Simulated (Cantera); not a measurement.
A closed system holds: 1 mol C2F6, 0.05 mol H2, at 3448 K.

Cantera equilibrium calculation (NASA polynomials, part measured and part estimated; ideal gas, pure solids and liquids). Candidate condensed phases: C, C6H6, C7H8, C8H18; 95 gas species. The feed counts by its element totals alone. Gases not in the tables: C2F6 and larger saturated fluorocarbons. The numbers say what is thermodynamically allowed, not how fast it happens.

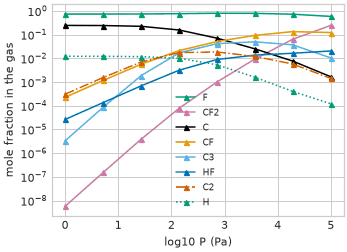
Equilibrium gas composition (values under 1e-9 drawn at 1e-9)

From 1.00 Pa to 1.00 bar nothing is condensed. The main C-bearing gas is C at 1.00 Pa and CF2 at 1.00 bar.
